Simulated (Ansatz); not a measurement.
# Hf4CdCo: relaxing a made-up structure

Starting from a made-up structure for Hf4CdCo, the aim is the relaxed cell, its shortest contacts and, where a second run follows, its electronic structure.

Main program and level: Ansatz 0.2.0; DFT, PBEsol, plane-wave PAW, files of the set soft_1, scalar-relativistic, ferromagnetic start, cell and ions relaxed at zero pressure; PAW set soft_1, in the first sound run; inputs show where later runs differ.

## (1) The starting structure

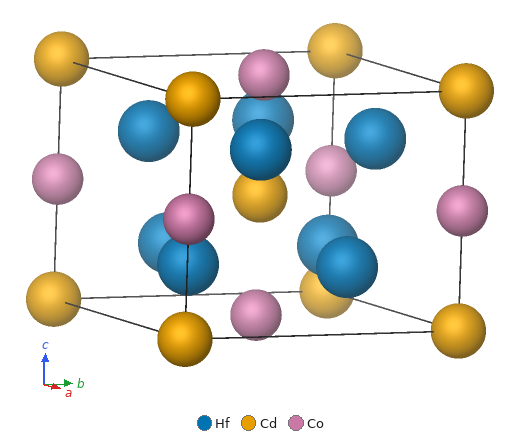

The cell as given, slightly off an axis (hafnium blue, cadmium orange, cobalt pink). This picture shows the conventional cell, with its axes. Some periodic images of atoms are drawn too.

## (2) Relaxing cell and atoms

The guess takes its coordinates from another compound and its volume from a rule, so the cell and any free coordinates are relaxed together.

File input.yaml:

```yaml
crystal:
  lattice:
    - [-3.348, 3.348, 2.6735]
    - [3.348, -3.348, 2.6735]
    - [3.348, 3.348, -2.6735]
  atoms:
    - { symbol: Hf, position: [0.915, 0.085, 0.5] }
    - { symbol: Hf, position: [0.585, 0.415, 0.5] }
    - { symbol: Hf, position: [0.085, 0.585, 0.17] }
    - { symbol: Hf, position: [0.415, 0.915, 0.83] }
    - { symbol: Cd, position: [0.0, 0.0, 0.0] }
    - { symbol: Co, position: [0.5, 0.5, 0.0], spin: 2.0 }
magnetization:
  spin_polarized: true
kpoints:
  mp_grid: { grid: [7, 7, 7] }
scf:
  occupations: { method: fermi_dirac, width: 0.05 }
hamiltonian:
  xc: pbesol
  pseudopotentials: { kind: paw, azcp: { folder: soft_1 }, xc_functional: pbe }
relax:
  f_tol: 0.015
  max_steps: 70
  cell: {}
output:
  forces: true
  stress: true
```

The run is started by

```bash
$ ansatz run input.yaml --threads 4 --pin off --max-ram 10240MiB --backend cpu --events-out ev --progress --plain --runs-dir out
```

Numbers of over 12 decimals in the logs are rounded to 6 here.

Output:

```text
Engine: ansatz 0.2.0, aarch64-unknown-linux-gnu
Pseudopotentials: kind: paw
Pseudopotential: Hf, paw, valence charge 26, recommended cutoff 420 eV (normal), soft_1/Hf.paw.azcp
Pseudopotential: Cd, paw, valence charge 20, recommended cutoff 420 eV (normal), soft_1/Cd.paw.azcp
Pseudopotential: Co, paw, valence charge 17, recommended cutoff 420 eV (normal), soft_1/Co.paw.azcp
Functional definition: PBEsol
  exchange = pbesol_x
  correlation = pbesol_c
Crystal: 6 atoms, lattice volume = 119.870 Å³
Basis set: ecut = 420 eV, 2337 PW (Γ), exchange–correlation on 80×80×80 points (8 copies of the dense FFT grid, shifted against one another)
Bands: 86, of which v1, the nominal top of the filled ones, is band 71 counted from 1 (70 counted from 0)
Symmetry: 8 space group operations
Space group: I422 (ITA 97), of the structure as read, at distance tolerance 4.9e-5 Å
Magnetic group: BNS 97.151 (UNI 811), of the structure as read, at distance tolerance 4.9e-5 Å
k-points: 40 of 343 (time reversal used)
Non-local potential: Hf, projectors of the file, l = 0: 3, l = 1: 2, l = 2: 2, l = 3: 3
Non-local potential: Cd, projectors of the file, l = 0: 3, l = 1: 2, l = 2: 2, l = 3: 1
Non-local potential: Co, projectors of the file, l = 0: 3, l = 1: 2, l = 2: 3, l = 3: 1
PAW form: soft (Blöchl's): semilocal exchange-correlation on the pseudo side does not see the compensation charge
PAW frozen core: Hf, regenerated for the run's functional, and the local potential with it (the file was generated under x = pbe(κ = 0.804, μ = 0.219515), c = pbe(β = 0.066725))
PAW frozen core: Cd, regenerated for the run's functional, and the local potential with it (the file was generated under x = pbe(κ = 0.804, μ = 0.219515), c = pbe(β = 0.066725))
PAW frozen core: Co, regenerated for the run's functional, and the local potential with it (the file was generated under x = pbe(κ = 0.804, μ = 0.219515), c = pbe(β = 0.066725))
PAW one-centre angular grid: Hf, 590 points (default); XC on 64 Gauss nodes
PAW one-centre angular grid: Cd, 590 points (default); XC on 64 Gauss nodes
PAW one-centre angular grid: Co, 590 points (default); XC on 64 Gauss nodes
Initial density: superposition of atomic densities (chi_scale 0.1, normalization cell, long waves kept (reshape's long-wave potential 0.00 eV rms))
Starting moments: Σ|m| = 2 μB on 1 of 6 sites
Initial wavefunctions: pseudopotential atomic-orbital guess
Functional: x = pbesol(κ = 0.804, μ = 0.123457), c = pbesol(β = 0.046)
SCF iter   1: F=—  HF=-75674.366383 eV  |F-HF|=—  |Δ(HF+E_count)|=         —  Δρ=6.63e-2 (↑6.63e-2 ↓5.30e-2)  dr2=1.57e1  dr2_m=7.30e-2  M=1.340 μB ∫|m|=2.175 μB  β_m=0.30  ethr=3.10e-3  ⟨swp⟩=5.5  Hψ=20643  notcnv=0  defer=63
Mixer restart at iter 1: flushing history
preconditioner: auto → Kerker (q_TF=auto, 2.803 Å⁻¹)  [metal: Δε(μ)=0.012 eV  Ē_g=15.892 eV  σ=0.050 eV  W_gap=0.06  n_scr=46 (ndim 8)  ℏωp=36.7 eV  f_vac=0.000  D(μ)=7.85/eV (n_scr^D=70)]
spin=Collinear: Kerker preconditioning applied to the charge; magnetization (m = ρ↑ − ρ↓) channel mixes plain (no charge-response kernel on spin).
SCF iter   2: F=—  HF=-75671.195957 eV  |F-HF|=—  |Δ(HF+E_count)|=    3.17e0  Δρ=1.70e-2 (↑1.68e-2 ↓1.70e-2)  dr2=1.43e0  dr2_m=3.30e-2  M=1.264 μB ∫|m|=2.129 μB  β_m=0.31  ethr=3.10e-3  ⟨swp⟩=3.1  Hψ=14872  notcnv=0  defer=467
SCF iter   3: F=—  HF=-75671.093413 eV  |F-HF|=—  |Δ(HF+E_count)|=   1.03e-1  Δρ=1.68e-2 (↑1.20e-2 ↓1.68e-2)  dr2=7.11e-1  dr2_m=6.66e-2  M=1.136 μB ∫|m|=2.049 μB  β_m=0.66  ethr=1.02e-3  ⟨swp⟩=2.7  Hψ=9692  notcnv=0  defer=447
SCF iter   4: F=—  HF=-75671.667664 eV  |F-HF|=—  |Δ(HF+E_count)|=   5.74e-1  Δρ=2.82e-2 (↑9.06e-3 ↓2.82e-2)  dr2=1.30e0  dr2_m=1.27e-1  M=0.769 μB ∫|m|=1.759 μB  β_m=0.25  ethr=5.04e-4  ⟨swp⟩=3.0  Hψ=9219  notcnv=0  defer=447
SCF iter   5: F=—  HF=-75671.868648 eV  |F-HF|=—  |Δ(HF+E_count)|=   2.01e-1  Δρ=1.15e-2 (↑8.00e-3 ↓1.15e-2)  dr2=1.16e-1  dr2_m=8.43e-2  M=0.648 μB ∫|m|=1.638 μB  β_m=0.54  ethr=5.04e-4  ⟨swp⟩=3.0  Hψ=13809  notcnv=0  defer=432
SCF iter   6: F=—  HF=-75672.112800 eV  |F-HF|=—  |Δ(HF+E_count)|=         —  Δρ=2.44e-2 (↑2.44e-2 ↓1.12e-2)  dr2=1.51e-1  dr2_m=3.45e-1  M=0.100 μB ∫|m|=0.802 μB  β_m=0.61  ethr=8.24e-5  ⟨swp⟩=3.1  Hψ=14680  notcnv=0  defer=422
Mixer restart at iter 6: flushing history
SCF iter   7: F=—  HF=-75672.104778 eV  |F-HF|=—  |Δ(HF+E_count)|=   8.02e-3  Δρ=1.58e-2 (↑7.11e-3 ↓1.58e-2)  dr2=6.29e-2  dr2_m=1.42e-1  M=0.066 μB ∫|m|=0.641 μB  β_m=0.81  ethr=8.24e-5  ⟨swp⟩=3.0  Hψ=14609  notcnv=0  defer=416
SCF iter   8: F=—  HF=-75672.121136 eV  |F-HF|=—  |Δ(HF+E_count)|=   1.64e-2  Δρ=1.57e-2 (↑1.57e-2 ↓1.81e-3)  dr2=2.29e-1  dr2_m=5.76e-2  M=0.042 μB ∫|m|=0.466 μB  β_m=0.88  ethr=4.46e-5  ⟨swp⟩=3.6  Hψ=15110  notcnv=0  defer=416
SCF iter   9: F=—  HF=-75672.095632 eV  |F-HF|=—  |Δ(HF+E_count)|=   2.55e-2  Δρ=5.91e-3 (↑9.83e-4 ↓5.91e-3)  dr2=4.22e-2  dr2_m=7.80e-3  M=0.007 μB ∫|m|=0.221 μB  β_m=0.75  ethr=4.46e-5  ⟨swp⟩=3.0  Hψ=14924  notcnv=0  defer=413
SCF iter  10: F=—  HF=-75672.090221 eV  |F-HF|=—  |Δ(HF+E_count)|=   5.41e-3  Δρ=4.30e-3 (↑6.84e-4 ↓4.30e-3)  dr2=2.38e-2  dr2_m=3.72e-3  M=-0.000 μB ∫|m|=0.151 μB  β_m=0.85  ethr=2.99e-5  ⟨swp⟩=2.0  Hψ=10395  notcnv=0  defer=414
SCF iter  11: F=—  HF=-75672.087991 eV  |F-HF|=—  |Δ(HF+E_count)|=   2.23e-3  Δρ=4.20e-4 (↑2.00e-4 ↓4.20e-4)  dr2=2.07e-4  dr2_m=2.45e-5  M=-0.008 μB ∫|m|=0.010 μB  β_m=0.90  ethr=1.69e-5  ⟨swp⟩=2.0  Hψ=10782  notcnv=0  defer=416
SCF iter  12: F=—  HF=-75672.088591 eV  |F-HF|=—  |Δ(HF+E_count)|=   6.00e-4  Δρ=6.36e-4 (↑6.36e-4 ↓8.55e-5)  dr2=4.84e-4  dr2_m=9.40e-5  M=-0.003 μB ∫|m|=0.030 μB  β_m=0.90  ethr=1.47e-7  ⟨swp⟩=2.0  Hψ=12637  notcnv=0  defer=416
SCF iter  13: F=—  HF=-75672.088651 eV  |F-HF|=—  |Δ(HF+E_count)|=   6.02e-5  Δρ=2.32e-4 (↑2.32e-4 ↓8.85e-5)  dr2=1.18e-4  dr2_m=6.60e-6  M=-0.002 μB ∫|m|=0.012 μB  β_m=0.95  ethr=1.47e-7  ⟨swp⟩=2.0  Hψ=9768  notcnv=0  defer=416
SCF iter  14: F=—  HF=-75672.088652 eV  |F-HF|=—  |Δ(HF+E_count)|=   8.29e-7  Δρ=4.97e-5 (↑4.97e-5 ↓3.70e-5)  dr2=1.70e-6  dr2_m=1.52e-6  M=-0.001 μB ∫|m|=0.003 μB  β_m=0.83  ethr=8.40e-8  ⟨swp⟩=2.1  Hψ=8120  notcnv=0  defer=416
SCF iter  15: F=—  HF=-75672.088651 eV  |F-HF|=—  |Δ(HF+E_count)|=   8.41e-7  Δρ=2.17e-5 (↑2.17e-5 ↓1.12e-5)  dr2=1.22e-6  dr2_m=5.00e-8  M=-0.001 μB ∫|m|=0.001 μB  β_m=0.92  ethr=1.20e-9  ⟨swp⟩=2.2  Hψ=12630  notcnv=0  defer=416
[...]
SCF iter   1: F=—  HF=-75672.272602 eV  |F-HF|=—  |Δ(HF+E_count)|=         —  Δρ=4.22e-5 (↑4.21e-5 ↓4.22e-5)  dr2=4.60e-6  dr2_m=2.39e-12  M=-0.000 μB ∫|m|=0.000 μB  β_m=0.65  ethr=1.84e-8  ⟨swp⟩=7.6  Hψ=56940  notcnv=0
preconditioner: auto → Kerker (q_TF=auto, 2.709 Å⁻¹)  [metal: Δε(μ)=0.002 eV  Ē_g=16.184 eV  σ=0.050 eV  W_gap=0.01  n_scr=38 (ndim 8)  ℏωp=37.6 eV  f_vac=0.000  D(μ)=6.99/eV (n_scr^D=70)]
spin=Collinear: Kerker preconditioning applied to the charge; magnetization (m = ρ↑ − ρ↓) channel mixes plain (no charge-response kernel on spin).
SCF iter   2: F=—  HF=-75672.272640 eV  |F-HF|=—  |Δ(HF+E_count)|=   3.81e-5  Δρ=2.71e-5 (↑2.71e-5 ↓2.71e-5)  dr2=2.06e-6  dr2_m=6.45e-13  M=-0.000 μB ∫|m|=0.000 μB  β_m=0.41  ethr=3.26e-9  ⟨swp⟩=3.8  Hψ=15396  notcnv=0
SCF iter   3: F=—  HF=-75672.272638 eV  |F-HF|=—  |Δ(HF+E_count)|=   1.79e-6  Δρ=1.47e-5 (↑1.47e-5 ↓1.47e-5)  dr2=6.13e-7  dr2_m=1.96e-13  M=-0.000 μB ∫|m|=0.000 μB  β_m=0.56  ethr=1.46e-9  ⟨swp⟩=2.4  Hψ=12425  notcnv=0
SCF iter   4: F=—  HF=-75672.272638 eV  |F-HF|=—  |Δ(HF+E_count)|=   1.96e-8  Δρ=5.63e-6 (↑5.63e-6 ↓5.60e-6)  dr2=7.00e-8  dr2_m=4.07e-13  M=-0.000 μB ∫|m|=0.000 μB  β_m=0.78  ethr=4.35e-10  ⟨swp⟩=2.4  Hψ=8775  notcnv=0
SCF iter   5: F=—  HF=-75672.272639 eV  |F-HF|=—  |Δ(HF+E_count)|=   3.29e-7  Δρ=3.39e-6 (↑3.39e-6 ↓3.37e-6)  dr2=6.92e-8  dr2_m=8.96e-14  M=-0.000 μB ∫|m|=0.000 μB  β_m=0.89  ethr=4.97e-11  ⟨swp⟩=4.0  Hψ=16116  notcnv=0
SCF iter   6: F=—  HF=-75672.272639 eV  |F-HF|=—  |Δ(HF+E_count)|=   2.02e-7  Δρ=6.30e-6 (↑6.30e-6 ↓6.29e-6)  dr2=1.83e-7  dr2_m=4.73e-14  M=-0.000 μB ∫|m|=0.000 μB  β_m=0.90  ethr=4.91e-11  ⟨swp⟩=2.0  Hψ=8520  notcnv=0  recentre
SCF iter   7: F=—  HF=-75672.272639 eV  |F-HF|=—  |Δ(HF+E_count)|=   1.04e-7  Δρ=2.22e-6 (↑2.22e-6 ↓2.21e-6)  dr2=3.79e-8  dr2_m=5.10e-14  M=-0.000 μB ∫|m|=0.000 μB  β_m=0.94  ethr=4.91e-11  ⟨swp⟩=2.1  Hψ=12591  notcnv=0
SCF iter   8: F=—  HF=-75672.272639 eV  |F-HF|=—  |Δ(HF+E_count)|=   3.75e-8  Δρ=1.29e-6 (↑1.29e-6 ↓1.27e-6)  dr2=7.18e-9  dr2_m=1.15e-13  M=-0.000 μB ∫|m|=0.000 μB  β_m=0.94  ethr=2.69e-11  ⟨swp⟩=2.1  Hψ=12544  notcnv=0
SCF iter   9: F=—  HF=-75672.272639 eV  |F-HF|=—  |Δ(HF+E_count)|=   2.92e-9  Δρ=6.80e-7 (↑6.66e-7 ↓6.80e-7)  dr2=2.10e-9  dr2_m=5.65e-14  M=-0.000 μB ∫|m|=0.000 μB  β_m=0.97  ethr=5.09e-12  ⟨swp⟩=3.1  Hψ=13386  notcnv=0
SCF iter  10: F=—  HF=-75672.272639 eV  |F-HF|=—  |Δ(HF+E_count)|=   3.89e-9  Δρ=3.36e-7 (↑3.29e-7 ↓3.36e-7)  dr2=5.03e-10  dr2_m=1.55e-14  M=-0.000 μB ∫|m|=0.000 μB  β_m=0.98  ethr=1.49e-12  ⟨swp⟩=2.1  Hψ=12654  notcnv=0
SCF iter  11: F=—  HF=-75672.272639 eV  |F-HF|=—  |Δ(HF+E_count)|=  6.69e-10  Δρ=6.24e-8 (↑5.55e-8 ↓6.24e-8)  dr2=1.46e-11  dr2_m=1.35e-14  M=-0.000 μB ∫|m|=0.000 μB  β_m=0.99  ethr=1.00e-12  ⟨swp⟩=2.1  Hψ=11905  notcnv=0
SCF iter  12: F=-75672.272639 eV  HF=-75672.272639 eV  |F-HF|=0.00e0  |Δ(HF+E_count)|=    0.00e0  Δρ=4.21e-8 (↑3.99e-8 ↓4.21e-8)  dr2=7.88e-12  dr2_m=1.25e-15  M=-0.000 μB ∫|m|=0.000 μB  ethr=1.00e-12  ⟨swp⟩=3.6  Hψ=51793  notcnv=0
WARN: eigensolver did not converge (σ=↑ k=3): 1 band(s) unlocked after 103 sweeps at occupation × residual norm < 1.63e-7 eV (lowest unlocked band 1, counted from 0, weighed at 1.000 electrons; max residual 5.75e-7 eV among the unlocked bands, 5.75e-7 eV over every band, not weighted by occupation; other slots of this pass that fall short are told together in one closing line; warning suppressed for the rest of this close's residual-converged pass)
the starting moments were not kept: the SCF closed with an absolute magnetisation of 1.5e-7 μB, where they sum to 2 μB in size (1 site). That is at most 0.1 of that sum. Measured as dr2_m measures the in/out step, that magnetisation stands 2.0e-14 eV from none, at or under the dr2_threshold of 6.0e-11 eV: it is no larger than a step whose dr2_m would equal this threshold.
SCF 7 converged in 12 iterations: F = -75672.272639 eV  dr2 = 7.88e-12
  Residual-converged pass: ⟨swp⟩=3.0  Hψ=8416  notcnv=1  max |occ|·‖R‖ = 5.8e-7 eV (tolerance 1.6e-7 eV)  dr2=7.88e-12  dr2_m=1.25e-15  dr2_onsite=1.18e-12  max |Δocc| = 2.8e-13
relax step   7: F+E_penalty+E_count = -75672.27263907 eV  Δ(F+E_penalty+E_count) = +1.656e-3 eV  max|allowed force component| = 4.502e-4 eV/Å  Δτ_max = 0.0000 Å  P = +0.012 GPa  Ω = 114.195 Å³  stress off target by 1.62e-2 GPa  SCF on the basis re-selected at this cell (its energy is not comparable with the rows above)  (12 SCF iters)
basis re-selected at this cell: Δ(F+E_penalty+E_count) = +1.656e-3 eV, ΔP = +0.000 GPa vs the last step (what re-selecting the basis moved, of the pressure what is left beyond the Pulay correction that the steps carried, after the strain that the cell walked since its last selection, with what the two solves' SCF thresholds leave and, on support functions, any second-order correction that the steps lacked; it is no measure of the basis error at this ecutwfc). The dense FFT grid was sized anew with the basis: this SCF ran on 36×36×36 points, the steps before it on 40×40×40, so part of this shift can come from that change (see relax.cell in the input reference). [rest of the remark cut]
SCF converged after 12 iterations
Magnetization: -0.0000 μB (70.5000 up, 70.5000 down)
Absolute magnetization: 0.0000 μB (∫|ρ↑−ρ↓|, with the PAW one-centre terms)
Spin contamination: 0.0000 ħ² per cell (⟨S²⟩ above its minimum at these occupations)
Per-site moments (μB) at R_I (Å): [(6.155501850339192e-9, 1.163993), (6.155501393114438e-9, 1.163993), (6.155501241861827e-9, 1.163993), (6.155501942055675e-9, 1.163993), (8.100045914666496e-10, 1.064790), (-8.847912589597855e-8, 1.064790)]
Free energy (F): -75672.272639 eV
Harris-Foulkes:  -75672.272639 eV  (|F-HF|=0.00e0)
Internal energy: -75672.214444 eV  (E = F + TS)
E sigma→0 (E₀):  -75672.243542 eV
Entropy (-TS):   -0.058195 eV (-9.699 meV/atom)
Fermi energy:    18.411750 eV
--- Per-component energies (eV) ---
  E_band       = -537.046310
  E_kinetic    = 2373.274387
  E_local      = -30233.253687  (includes V_loc(G=0)·N_el)
  E_nonlocal   = 814.557684
  E_hartree    = 14594.837020
  E_xc         = -1309.014852
  E_vxc        = -1337.165191  (∫ρ·V_xc dr)
  E_paw        = -35864.853192  (= ΣΔE_a)
  E_vpaw       = -1344.134389  (= ΣTr[D̂ρ^β])
  E_aug_tail   = 0.000710  (compensation charges beyond the density's cutoff)
  E_ewald      = -26053.297121
  E_core_change = 5.534605  (= ΣΔE_core)
  E_smearing   = -0.058195  (= −TS)
  E_closure    = 0.000000  (closes the sum)
  Σ components = -75672.272639   (vs F -75672.272639, Δ=0.00e0)
--- Forces (eV/Å), atoms counted from 1 ---
  atom   1  Hf     0.00045017    -0.00045017     0.00000000
  atom   2  Hf    -0.00045017     0.00045017     0.00000000
  atom   3  Hf     0.00045017     0.00045017     0.00000000
  atom   4  Hf    -0.00045017    -0.00045017     0.00000000
  atom   5  Cd    -0.00000000     0.00000000     0.00000000
  atom   6  Co     0.00000000     0.00000000     0.00000000
  max |Σ_I F_I| component: 1.30e-17 eV/Å
--- Stress (GPa, compression-positive) ---
        0.009283       0.000000       0.000000
        0.000000       0.009283      -0.000000
        0.000000      -0.000000       0.016153
  P = ⅓ Tr σ = 0.0116 GPa (0.116 kbar)
--- Relaxed structure (6 steps of the walk, 5 accepted, 1 SCFs on fresh bases) ---
  F+E_penalty+E_count = -75672.27263907 eV   max|allowed force component| = 4.502e-4 eV/Å   (the final SCF, on the basis selected at the relaxed cell)
  cell:  # Å, volume = 114.1946 Å³
    - [-3.325621, 3.325621, 2.581309]
    - [3.325621, -3.325621, 2.581309]
    - [3.325621, 3.325621, -2.581309]
  atoms:
    - { symbol: Hf, position: [0.906900, 0.093100, 0.5] }
    - { symbol: Hf, position: [0.593100, 0.406900, 0.500000] }
    - { symbol: Hf, position: [0.093100, 0.593100, 0.186201] }
    - { symbol: Hf, position: [0.406900, 0.906900, 0.813799] }
    - { symbol: Cd, position: [4.10191980828845e-19, 1.5112336135799596e-19, 5.613153421868406e-19] }
    - { symbol: Co, position: [0.500000, 0.500000, 5.613153421868397e-19] }
```

It took 4.9 min on 4 threads of Arm Neoverse V1, shared host; peak memory 0.97 GiB.

Relaxation path:

| step | energy less that of the first step (eV) | largest force component (eV/Å) | pressure (GPa) | volume (Å³) |
| --- | --- | --- | --- | --- |
| 1 | 0.0000 | 0.3553 | -4.97 | 119.87 |
| 2 | 0.4786 | 1.3788 | 10.04 | 106.78 |
| 3 | -0.1589 | 0.1672 | -1.13 | 115.48 |
| 4 | -0.1827 | 0.0567 | 0.67 | 113.61 |
| 5 | -0.1855 | 0.0054 | 0.12 | 114.11 |
| 6 | -0.1856 | 0.0006 | 0.01 | 114.19 |
| 7* | -0.1840 | 0.0004 | 0.01 | 114.19 |

Relaxation steps marked * repeat the geometry before them on a plane-wave basis chosen anew for their cell, so energy and pressure can jump there. Relaxation step 2 was tried and not accepted.

The run keeps the 8 symmetry operations that it works with, so distortions that break them were not tested.

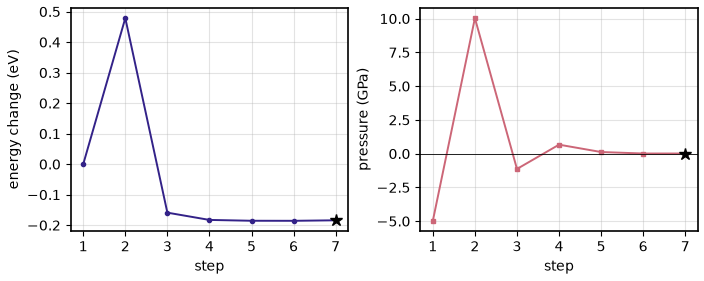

Energy and pressure along the relaxation. Stars mark steps on a basis chosen anew.

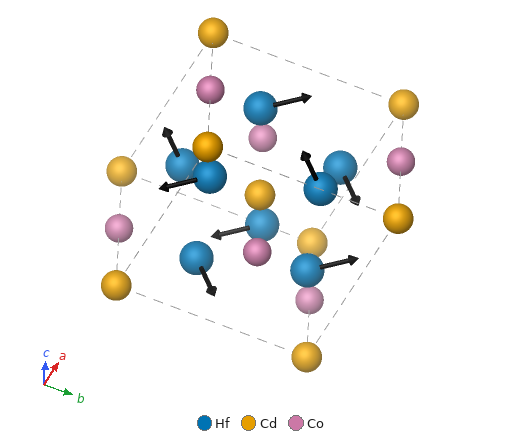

Displacements in the relaxation, exaggerated, measured against the changing cell; the longest in the cell stands for 0.08 Å. Some periodic images of atoms are drawn too.

| conventional cell, symmetrised | before | after | change |
| --- | --- | --- | --- |
| a (Å) | 6.696 | 6.651 | -0.7 % |
| b (Å) | 6.696 | 6.651 | -0.7 % |
| c (Å) | 5.347 | 5.163 | -3.4 % |
| volume (Å³/atom) | 19.98 | 19.03 | -4.7 % |

The atoms that moved most (Å, as changes of fractional coordinates times the final cell):

| atom | dx | dy | dz | length |
| --- | --- | --- | --- | --- |
| Hf2 | -0.054 | 0.054 | 0.000 | 0.076 |
| Hf1 | 0.054 | -0.054 | 0.000 | 0.076 |
| Hf3 | 0.054 | 0.054 | 0.000 | 0.076 |
| Hf4 | -0.054 | -0.054 | 0.000 | 0.076 |

Final coordinates:

```xyz
6
Lattice="-3.3256 3.3256 2.5813 3.3256 -3.3256 2.5813 3.3256 3.3256 -2.5813" Properties=species:S:1:pos:R:3 pbc="T T T"
Hf   -1.0436    4.3692    1.2907
Hf    1.0436    2.2820    1.2907
Hf    2.2820   -1.0436    1.2907
Hf    4.3692    1.0436    1.2907
Cd    0.0000    0.0000    0.0000
Co    0.0000    0.0000    2.5813
```

Numbers from this step:

```yaml
free_energy: -75672.2726 eV
energy_at_zero_smearing: -75672.2435 eV
smearing_term_ts: 0.05819 eV
fermi_energy: 18.41 eV
electrons: 141
symmetry_operations: 8
pressure: 0.01157 GPa
```

Shortest distances by pair of elements, guess and relaxed (not always the same contact):

| pair | guess (Å) | relaxed (Å) |
| --- | --- | --- |
| Cd–Co | 2.674 | 2.581 |
| Cd–Hf | 2.835 | 2.822 |
| Co–Hf | 2.835 | 2.822 |
| Hf–Hf | 3.121 | 2.952 |
| Cd–Cd | 5.347 | 5.163 |

The relaxation ends with a largest force component of 4.5e-4 eV/Å and a pressure of 0.01 GPa. The starting moments have collapsed: the run ends non-magnetic.

[end of part 1 of 2]

[Logs are printed without paths, hosts, clocks, repeated set-up lines and the standing remarks that a program may print on its own settings, such as how far it seeks lower states.]

[Hosts, paths, dates, database ids (printed as entryN), source tags and the programs' standing remarks are cut or masked in the printed files.]
